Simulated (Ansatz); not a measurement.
**BrH₃Sn···HCl: density, localisation and related maps**

The calculation's input:

```
crystal:
  periodic: [false, false, false]
  atoms:
    - { symbol: Sn, position_ang: [-0.471669, 0.0, -0.47284] }
    - { symbol: Cl, position_ang: [0.256857, -2.0e-06, 3.079747] }
    - { symbol: H, position_ang: [0.90766, 1.0e-06, 0.501565] }
    - { symbol: H, position_ang: [-0.610075, 1.417049, -1.418962] }
    - { symbol: H, position_ang: [-0.610074, -1.417049, -1.41896] }
    - { symbol: Br, position_ang: [-2.679654, 0.0, 0.850528] }
    - { symbol: H, position_ang: [-1.073646, 1.0e-06, 3.07682] }
basis:
  gaussian: { orbitals: def2-SVP }
hamiltonian:
  xc: pbe0
relax:
  f_tol: 0.03
  max_steps: 50
output:
  orbitals: {}
```

Run with:

```sh
ansatz run input.yaml --threads 2 --pin off --max-ram 3072MiB --backend cpu --events-out ev --progress --plain --runs-dir out
```

The fields are those of the run's last geometry, not of the input's.

Core potentials replace the inner electrons of Sn.

Theory: RKS PBE0/def2-SVP (Ansatz).

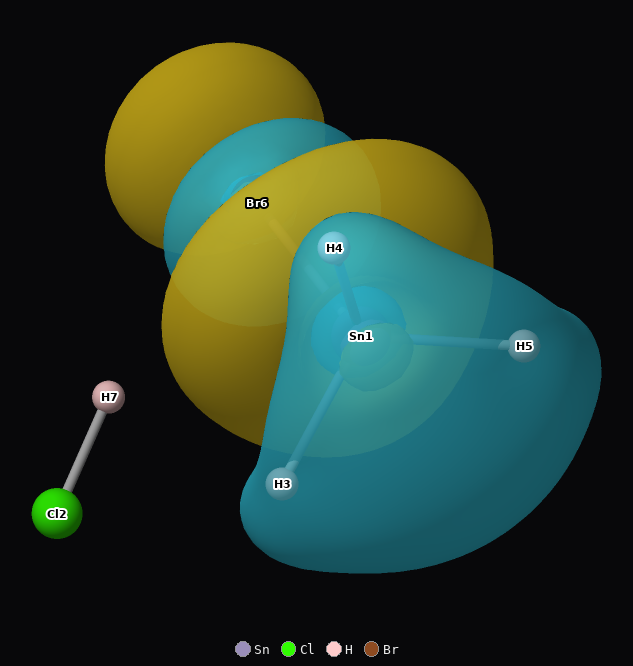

Figure 1. The LUMO at ±0.08 Å⁻³ᐟ² (yellow and cyan are the two phases), seen at an oblique angle.

> What is the character of this orbital?

It lies mainly on Sn1 (about 55 %) and Br6 (about 30 %). Its energy is −1.26 eV.

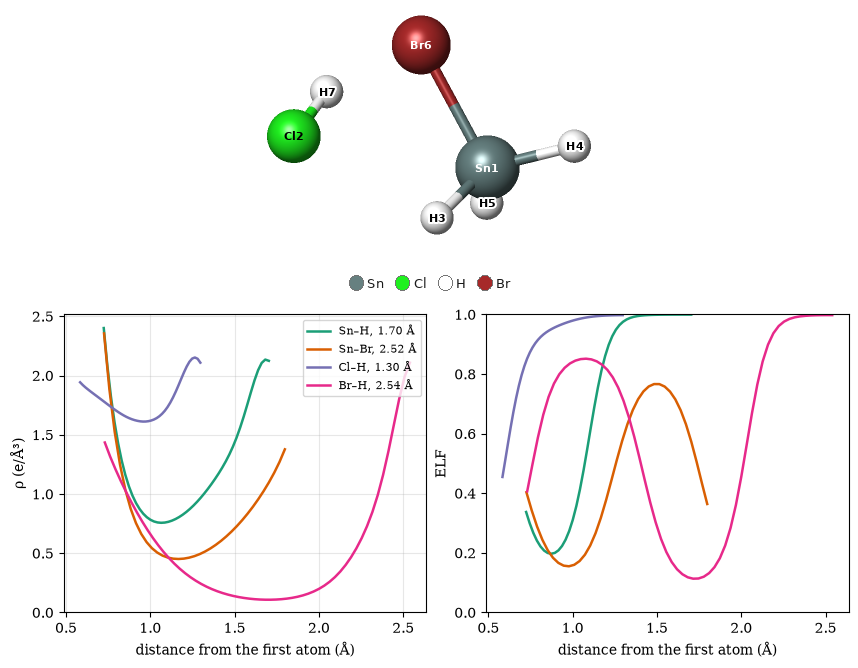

Figure 2. Electron density and electron localisation function along straight lines between neighbouring atoms. The curves leave out the atomic cores. The structure is drawn too.

> Compare the contacts.

Sn–H (1.70 Å): the density is about 1.2 e/Å³ at the midpoint; the ELF climbs to about 1 towards the hydrogen.
Sn–Br (2.52 Å): the density is about 0.48 e/Å³ at the midpoint; the ELF peaks at about 0.75 in the valence shell of Br, 1.0 Å from its nucleus, and drops to about 0.15 between the two atoms.
Cl–H (1.30 Å): the density is about 1.9 e/Å³ at the midpoint; the ELF climbs to about 1 towards the hydrogen.
Br6···H7 (2.54 Å): the density falls to about 0.11 e/Å³ on the way; the ELF dips to about 0.10 between them.

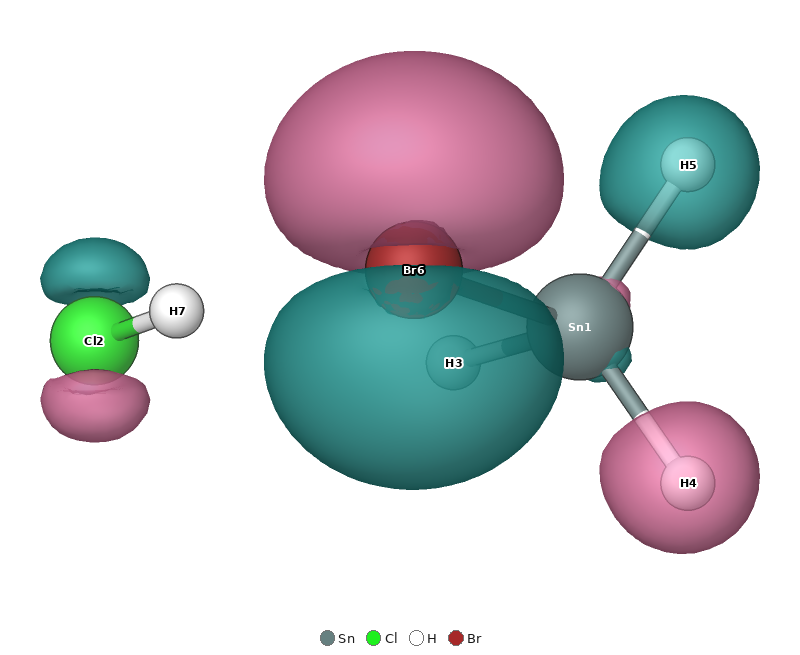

Figure 3. The HOMO at ±0.1 Å⁻³ᐟ² (teal and pink are the two phases), seen from one side.

> What is the character of this orbital?

It lies mainly on Br6 (about 80 %) and Sn1 (about 10 %); largely a lone pair of Br6. Its energy is −8.35 eV.
